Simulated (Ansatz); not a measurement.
**CH3NO2Si: two geometries relaxed**

Are the two ends of the inversion of the pyramid at N1 separate minima, and which lies lower? Each is relaxed from a guess. SMILES of the start: N[SiH]1OC1=O.

Method: RKS PBE/def2-SVP, in Ansatz 0.2.0.

## 1. The system as given

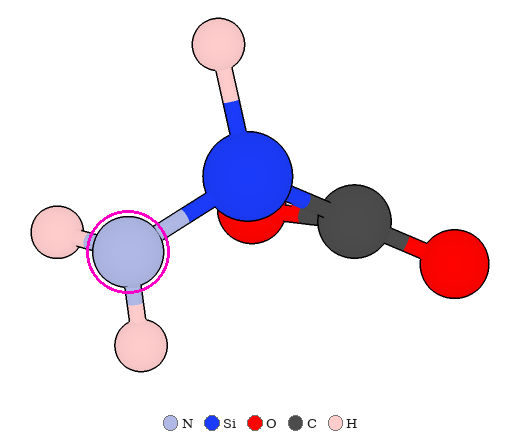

Start, viewed from a chosen angle; nitrogen light blue, silicon blue, oxygen red, carbon dark grey, hydrogen pink. Ringed: N1.

As a file:

```xyz
8

N    -0.8684    0.1368    1.2389
Si    0.2916   -0.5431    0.2744
O     0.6275    0.7530   -0.8437
C     0.4617   -0.3648   -1.4424
O     0.2712   -0.8548   -2.5520
H    -1.7065    0.4268    0.6251
H    -0.5330    1.0848    1.5444
H     1.5480   -0.6959    1.0995
```

## 2. End point A

Contents of input.yaml:

```yaml
crystal:
  periodic: [false, false, false]
  atoms:
    - { symbol: "N", position_ang: [-0.8684, 0.1368, 1.2389] }
    - { symbol: Si, position_ang: [0.2916, -0.5431, 0.2744] }
    - { symbol: O, position_ang: [0.6275, 0.753, -0.8437] }
    - { symbol: C, position_ang: [0.4617, -0.3648, -1.4424] }
    - { symbol: O, position_ang: [0.2712, -0.8548, -2.552] }
    - { symbol: H, position_ang: [-1.7065, 0.4268, 0.6251] }
    - { symbol: H, position_ang: [-0.533, 1.0848, 1.5444] }
    - { symbol: H, position_ang: [1.548, -0.6959, 1.0995] }
basis:
  gaussian: { orbitals: def2-SVP }
hamiltonian:
  xc: pbe
relax:
  f_tol: 0.015
  max_steps: 40
```

Started as:

```
ansatz run input.yaml --threads 1 --pin off --max-ram 2048MiB --backend cpu --events-out ev --progress --plain --runs-dir out
```

Output (excerpt; [...] marks lines left out):

```text
Warning: RAYON_NUM_THREADS=1 ignored (pool sized by the plan → 1); use --threads N
[...]
Functional definition: PBE
[...]
986 factors; their error is unknown
[...]
mean field -14527.95580089 eV, -533.8925282807 hartree, gradient 6.0e-5 eV, S^2 0.000000; 0 other end points of the search recorded, 0 dependent functions left out
[...]
reference -14527.95582889 eV, -533.8925293094 hartree; 23, 23 occupied and 66, 66 virtual orbitals, 986 factors
relax step   1: F+E_penalty+E_count = -14527.95580089 eV  Δ(F+E_penalty+E_count) = +0.000e0 eV  max|allowed force component| = 5.591e0 eV/Å  Δτ_max = 0.0000 Å  (29 SCF iters, accepted)
[...]
relax step   4: F+E_penalty+E_count = -14529.15173966 eV  Δ(F+E_penalty+E_count) = -6.039e-2 eV  max|allowed force component| = 7.484e-1 eV/Å  Δτ_max = 0.1983 Å  (29 SCF iters, accepted)
[...]
relax step   7: F+E_penalty+E_count = -14529.21153846 eV  Δ(F+E_penalty+E_count) = -1.850e-2 eV  max|allowed force component| = 3.693e-1 eV/Å  Δτ_max = 0.1994 Å  (35 SCF iters, accepted)
[...]
relax step  10: F+E_penalty+E_count = -14529.23199086 eV  Δ(F+E_penalty+E_count) = -1.110e-3 eV  max|allowed force component| = 7.205e-2 eV/Å  Δτ_max = 0.0165 Å  (31 SCF iters, accepted)
[...]
relax step  13: F+E_penalty+E_count = -14529.23242319 eV  Δ(F+E_penalty+E_count) = -5.761e-5 eV  max|allowed force component| = 2.327e-2 eV/Å  Δτ_max = 0.0080 Å  (31 SCF iters, accepted)
[...]
relax step  14: F+E_penalty+E_count = -14529.23244211 eV  Δ(F+E_penalty+E_count) = -1.892e-5 eV  max|allowed force component| = 4.103e-3 eV/Å  Δτ_max = 0.0020 Å  (25 SCF iters, accepted)
986 factors; their error is unknown
[...]
mean field -14529.23244211 eV, -533.9394439799 hartree, gradient 1.5e-5 eV, S^2 0.000000; 1 other end points of the search recorded, 0 dependent functions left out
[...]
reference -14529.23247043 eV, -533.9394450210 hartree; 23, 23 occupied and 66, 66 virtual orbitals, 986 factors
Total energy: -14529.23247043 eV, -533.9394450210 hartree
Atom 0 at    -0.897750     0.346456     1.149849 Å, force     0.004014     0.000306     0.001978 eV/Å
Atom 1 at     0.422459    -0.235708     0.236372 Å, force    -0.001290    -0.000780    -0.002273 eV/Å
Atom 2 at     0.984417     0.671739    -1.199170 Å, force     0.000757     0.002531     0.001124 eV/Å
Atom 3 at     0.419552    -0.516661    -1.597692 Å, force    -0.000479    -0.001417     0.004103 eV/Å
Atom 4 at     0.245223    -0.984225    -2.687250 Å, force    -0.000281    -0.000936    -0.003515 eV/Å
Atom 5 at    -1.809401     0.564576     0.744661 Å, force    -0.002307    -0.000230    -0.002343 eV/Å
Atom 6 at    -0.804602     0.662786     2.116735 Å, force    -0.000298     0.000424     0.001049 eV/Å
Atom 7 at     1.532202    -0.566163     1.180694 Å, force    -0.000116     0.000101    -0.000122 eV/Å
Dipole moment:    -0.323538     0.184480     0.980316 e Å
```

It took 42 s on 1 thread of Arm Neoverse V1, shared host; peak memory 0.14 GiB.

Relaxation path:

| step | energy from step 1 (eV) | largest force component (eV/Å) |
| --- | --- | --- |
| 1 | 0.0000 | 5.5912 |
| 2 | -0.8466 | 2.0072 |
| 3 | -1.1356 | 0.4658 |
| 4 | -1.1959 | 0.7484 |
| 5 | -1.2014 | 1.6387 |
| 6 | -1.2372 | 0.5774 |
| 7 | -1.2557 | 0.3693 |
| 8 | -1.2679 | 0.2656 |
| 9 | -1.2751 | 0.0481 |
| 10 | -1.2762 | 0.0721 |
| 11x | -1.2741 | 0.4065 |
| 12 | -1.2766 | 0.0283 |
| 13 | -1.2766 | 0.0233 |
| 14 | -1.2766 | 0.0041 |

Step 1 is the start. 1 step was tried and not accepted (marked x).

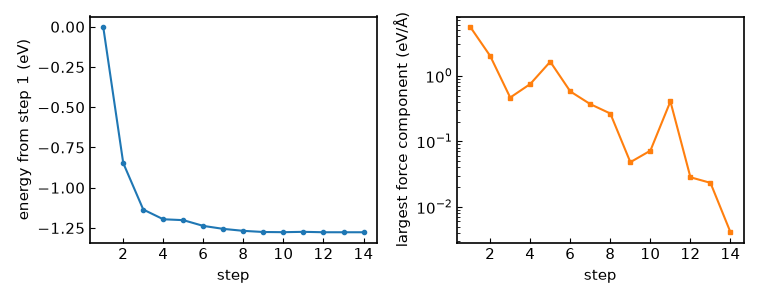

How energy and force went from step to step.

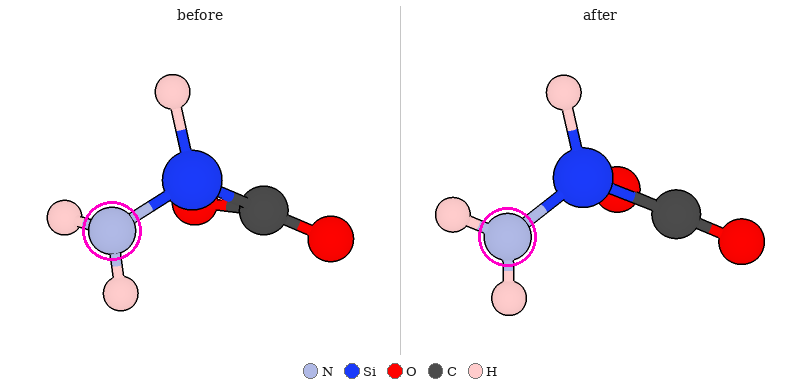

Before and after, at one scale.

After: Bond lengths: N1–Si2 1.708 Å, Si2–O3 1.789 Å, Si2–C4 1.855 Å, O3–C4 1.375 Å, C4–O5 1.198 Å, N1–H6 1.021 Å, N1–H7 1.022 Å, Si2–H8 1.494 Å. Angles: N1–Si2–O3 119.9°, N1–Si2–C4 125.4°, N1–Si2–H8 108.2°, O3–Si2–C4 44.3°, O3–Si2–H8 112.7°, C4–Si2–H8 126.3°, Si2–N1–H6 123.4°, Si2–N1–H7 122.8°, H6–N1–H7 113.0°, Si2–O3–C4 70.4°, Si2–C4–O3 65.3°, Si2–C4–O5 163.3°, O3–C4–O5 131.3°.

## 3. Relaxing end B

The second end starts from a geometry with the move made by hand.

input.yaml, as its differences from that of step 2:

```diff
@@ -8,4 +8,4 @@
     - { symbol: O, position_ang: [0.2712, -0.8548, -2.552] }
-    - { symbol: H, position_ang: [-1.7065, 0.4268, 0.6251] }
-    - { symbol: H, position_ang: [-0.533, 1.0848, 1.5444] }
+    - { symbol: H, position_ang: [-1.68062, -0.56339, 1.35423] }
+    - { symbol: H, position_ang: [-0.5088, 0.15892, 2.22618] }
     - { symbol: H, position_ang: [1.548, -0.6959, 1.0995] }
```

Started as:

```
ansatz run input.yaml --threads 1 --pin off --max-ram 2048MiB --backend cpu --events-out ev --progress --plain --runs-dir out
```

Output (excerpt; [...] marks lines left out):

```text
Warning: RAYON_NUM_THREADS=1 ignored (pool sized by the plan → 1); use --threads N
[...]
[... 1 set-up line as earlier in the session ...]
[...]
986 factors; their error is unknown
[...]
mean field -14528.00250068 eV, -533.8942444662 hartree, gradient 2.4e-5 eV, S^2 0.000000; 0 other end points of the search recorded, 0 dependent functions left out
[...]
reference -14528.00252954 eV, -533.8942455269 hartree; 23, 23 occupied and 66, 66 virtual orbitals, 986 factors
relax step   1: F+E_penalty+E_count = -14528.00250068 eV  Δ(F+E_penalty+E_count) = +0.000e0 eV  max|allowed force component| = 5.482e0 eV/Å  Δτ_max = 0.0000 Å  (30 SCF iters, accepted)
[...]
relax step   4: F+E_penalty+E_count = -14529.13704637 eV  Δ(F+E_penalty+E_count) = -6.688e-2 eV  max|allowed force component| = 8.567e-1 eV/Å  Δτ_max = 0.2000 Å  (37 SCF iters, accepted)
[...]
reference -14529.23245208 eV, -533.9394443466 hartree; 23, 23 occupied and 66, 66 virtual orbitals, 986 factors
Total energy: -14529.23245208 eV, -533.9394443466 hartree
Atom 0 at    -0.823176    -0.219912     1.427307 Å, force    -0.000260    -0.000294    -0.002390 eV/Å
Atom 1 at     0.490349    -0.398299     0.350688 Å, force     0.000098    -0.002492     0.000288 eV/Å
Atom 2 at     0.694875     0.747475    -1.007291 Å, force     0.000514     0.005884     0.009422 eV/Å
Atom 3 at     0.361534    -0.493104    -1.497712 Å, force    -0.001574     0.005392     0.004339 eV/Å
Atom 4 at     0.181963    -0.877994    -2.618204 Å, force    -0.002020    -0.010166    -0.011682 eV/Å
Atom 5 at    -1.797443    -0.175025     1.124261 Å, force     0.002106     0.000188    -0.000121 eV/Å
Atom 6 at    -0.701377     0.006105     2.416082 Å, force    -0.000377     0.001527    -0.000591 eV/Å
Atom 7 at     1.735454    -0.562517     1.159979 Å, force     0.001513    -0.000040     0.000734 eV/Å
Dipole moment:    -0.254575     0.007858     1.018819 e Å
```

It took 36 s on 1 thread of Arm Neoverse V1, shared host; peak memory 0.14 GiB.

The steps of the relaxation:

| step | energy from step 1 (eV) | largest force component (eV/Å) |
| --- | --- | --- |
| 1 | 0.0000 | 5.4820 |
| 2 | -0.8054 | 2.0417 |
| 3 | -1.0677 | 0.9018 |
| 4 | -1.1345 | 0.8567 |
| 5 | -1.1874 | 0.8410 |
| 6 | -1.2206 | 0.7368 |
| 7 | -1.2261 | 0.2146 |
| 8 | -1.2271 | 0.1932 |
| 9 | -1.2296 | 0.1234 |
| 10x | -1.2284 | 0.3631 |
| 11 | -1.2299 | 0.0253 |
| 12 | -1.2299 | 0.0117 |

Step 1 is the start. 1 step was tried and not accepted (marked x).

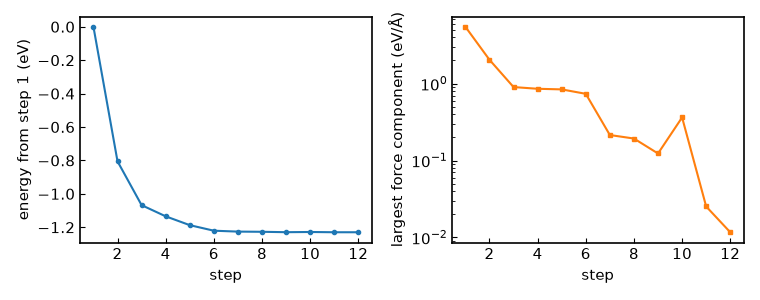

How energy and force went from step to step.

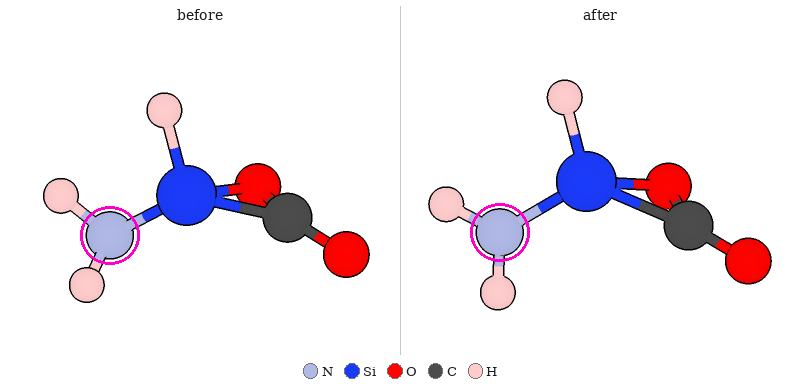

The structure before (left) and after (right), drawn at the same scale.

After: Bond lengths: N1–Si2 1.708 Å, Si2–O3 1.789 Å, Si2–C4 1.855 Å, O3–C4 1.375 Å, C4–O5 1.198 Å, N1–H6 1.021 Å, N1–H7 1.022 Å, Si2–H8 1.494 Å. Angles: N1–Si2–O3 120.0°, N1–Si2–C4 125.5°, N1–Si2–H8 108.1°, O3–Si2–C4 44.3°, O3–Si2–H8 112.7°, C4–Si2–H8 126.3°, Si2–N1–H6 123.5°, Si2–N1–H7 122.8°, H6–N1–H7 113.0°, Si2–O3–C4 70.4°, Si2–C4–O3 65.3°, Si2–C4–O5 163.4°, O3–C4–O5 131.3°.

## 4. Summary of results

```
                           quantity                     value
                              end A  12 moves, 1.277 eV lower
                              end B  10 moves, 1.230 eV lower
largest difference between the ends                    0.00 Å
            end B relative to end A                 +0.000 eV
```

In words: The two relaxations end at one structure, within 0.00 Å: no second minimum was found from this start, which doesn't rule one out.
